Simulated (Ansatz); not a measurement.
A series of calculations on SiNH6F

Part 1: Relaxation

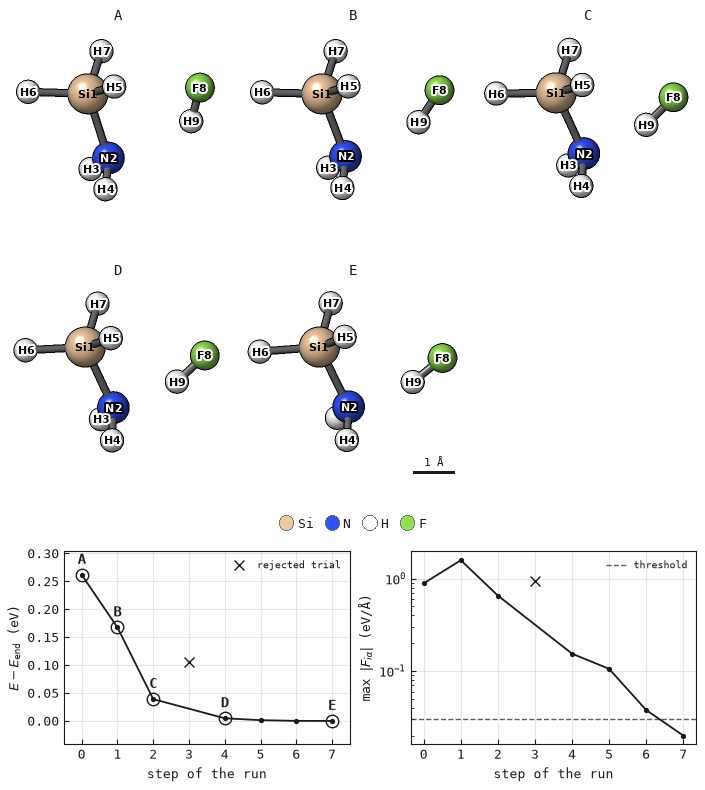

Frames of a relaxation of SiNH6F, marked on the history of the run. A ball-and-stick model, seen at a tilt.

The run prepares an end point of a later path (reaction) calculation, from a guessed geometry.

Theory: RKS CAM-B3LYP/def2-SVP in Ansatz.

Input file:
```yaml
crystal:
  periodic: [false, false, false]
  atoms:
    - { symbol: Si, position_ang: [-0.075296, 0.147932, 0.17506] }
    - { symbol: "N", position_ang: [-0.018895, 0.040601, 1.966051] }
    - { symbol: H, position_ang: [-0.924792, 0.025076, 2.429432] }
    - { symbol: H, position_ang: [0.568272, 0.741273, 2.412312] }
    - { symbol: H, position_ang: [1.313169, 0.269603, -0.319447] }
    - { symbol: H, position_ang: [-0.822986, 1.364228, -0.272877] }
    - { symbol: H, position_ang: [-0.796697, -1.030593, -0.353383] }
    - { symbol: F, position_ang: [1.34458, -2.192882, 0.764912] }
    - { symbol: H, position_ang: [1.073646, -1.885437, 1.597239] }
basis:
  gaussian: { orbitals: def2-SVP }
hamiltonian:
  xc: cam_b3lyp
relax:
  f_tol: 0.03
  max_steps: 50
```

Run as
```bash
ansatz run input.yaml --threads 2 --pin off --max-ram 3072MiB --backend cpu --events-out ev --progress --plain --runs-dir out
```

**Describe the path.**

The energy falls by 0.262 eV in 6 accepted moves (7 points after the start). Largest force component: 0.89 eV/Å at the start, 0.02 eV/Å at the end. The line search rejected the trial step at point 3 of the run. The atom that moves furthest after the best rigid fit is F8 (0.47 Å). Largest moves by element: F 0.47 Å, H 0.37 Å, N 0.21 Å, Si 0.10 Å. Near-neighbour distances that change, for instance: Si1–N2 1.795 → 1.769 Å, F8–H9 0.928 → 0.953 Å, Si1–H6 1.496 → 1.492 Å. Cost: 11 s on 2 threads of Arm Neoverse V2, on a shared host, peak memory 0.15 GiB. From step 0 to 1: H9 moves most (0.20 Å), energy −0.094 eV. From step 1 to 2: F and H atoms move most (0.19 Å), energy −0.128 eV. From step 2 to 4: F8 moves most (0.10 Å), energy −0.034 eV. From step 4 to 7: F8 moves most (0.10 Å), energy −0.005 eV.

Limits of the set-up: the start holds two separate molecules, 2.2 Å apart at their closest, whose relative position is a soft coordinate and is computed without a dispersion correction.

Part 2: Relaxation

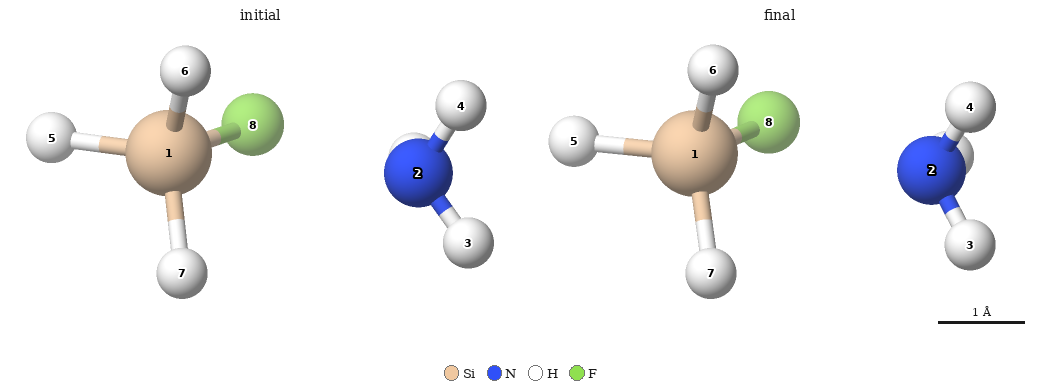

The structure of SiNH₆F before (left) and after (right) a relaxation, at one scale.

A ball-and-stick model, seen at a tilt.

The run prepares an end point of a later path (reaction) calculation, from a guessed geometry.

The calculation used RKS CAM-B3LYP/def2-SVP in Ansatz.

Input
```yaml
crystal:
  periodic: [false, false, false]
  atoms:
    - { symbol: Si, position_ang: [0.394541, -0.22094, -0.483548] }
    - { symbol: "N", position_ang: [-0.231324, -0.216508, 2.468636] }
    - { symbol: H, position_ang: [-0.96339, -0.69456, 2.994918] }
    - { symbol: H, position_ang: [0.122413, 0.530009, 3.068757] }
    - { symbol: H, position_ang: [0.892958, -0.358558, -1.883854] }
    - { symbol: H, position_ang: [0.442618, 1.211425, -0.108185] }
    - { symbol: H, position_ang: [-0.967303, -0.801315, -0.409753] }
    - { symbol: F, position_ang: [1.422265, -1.082052, 0.413638] }
    - { symbol: H, position_ang: [0.548221, -0.8877, 2.338689] }
basis:
  gaussian: { orbitals: def2-SVP }
hamiltonian:
  xc: cam_b3lyp
relax:
  f_tol: 0.03
  max_steps: 50
```

Run as
```bash
ansatz run input.yaml --threads 2 --pin off --max-ram 3072MiB --backend cpu --events-out ev --progress --plain --runs-dir out
```

Summarise the run.

Answer. After 7 geometry steps the energy has fallen by 2.82 kJ/mol. Largest force component: 0.57 eV/Å at the start, 0.012 eV/Å at the end. The atom that moves furthest after the best rigid fit is H3 (0.22 Å). Largest moves by element: H 0.22 Å, N 0.11 Å, F 0.10 Å, Si 0.07 Å. Near-neighbour distances that change, for instance: Si1–F8 1.613 → 1.631 Å, N2–H9 1.037 → 1.020 Å.

Part 3: Path

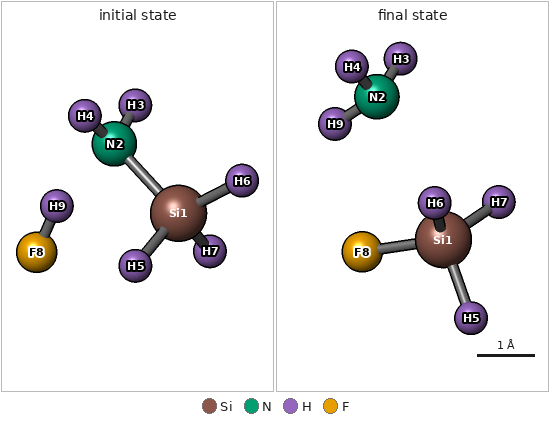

The two relaxed end points of a path for SiNH6F. The picture is a ball-and-stick view, seen at a tilt.

Theory: RKS CAM-B3LYP/def2-SVP in Ansatz.

Run with 9 movable images; climbing image; force threshold 0.03 eV/Å; iteration limit 60.

Start:
```xyz
9

Si   -0.1063    0.2133    0.1026
N     0.0739   -0.0910    1.8359
H    -0.7876   -0.2550    2.3546
H     0.6418    0.5797    2.3513
H     1.2579    0.3281   -0.4631
H    -0.8544    1.4716   -0.1868
H    -0.8572   -0.9297   -0.4666
F     1.3646   -2.2887    1.2295
H     0.9282   -1.5484    1.6419
```

End:
```xyz
9

Si    0.3671   -0.1564   -0.4125
N    -0.1435   -0.3181    2.3886
H    -0.9841   -0.7447    2.7768
H     0.0983    0.4691    2.9899
H     0.7604   -0.1682   -1.8537
H     0.4382    1.2463    0.0539
H    -0.9818   -0.7578   -0.3173
F     1.4959   -1.0908    0.3045
H     0.6105   -0.9997    2.4693
```

### What barrier does the band find between them, and by what path?

Forward barrier 0.61 eV, backward barrier 1.23 eV, with image 2 at the top; the reaction energy is −0.63 eV. Breaking: F8–H9 (0.95 → 1.23 at the top → 2.34 Å), Si1–N2 (1.77 → 1.88 at the top → 2.85 Å). Forming: N2–H9 (1.70 → 1.20 at the top → 1.02 Å), Si1–F8 (3.11 → 2.08 at the top → 1.63 Å). The band converged in 19 iterations, with a climbing image at the top. At the top, the vibrational analysis gives one imaginary mode (703i cm⁻¹), as a transition state must have.

Energies of the converged images:

```csv
image,path (Å),E (eV)
0,0.00,0.000
1,0.54,0.147
2,1.09,0.607
3,1.58,0.213
4,2.06,0.005
5,2.55,-0.094
6,3.03,-0.302
7,3.52,-0.528
8,4.01,-0.624
9,4.49,-0.628
10,4.98,-0.628
```

The geometry at the top of the path:

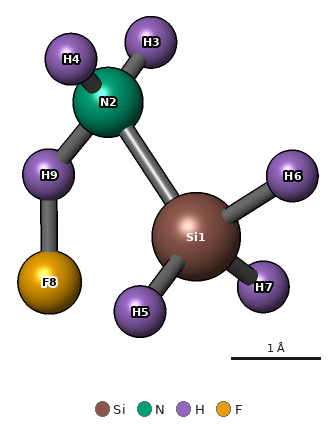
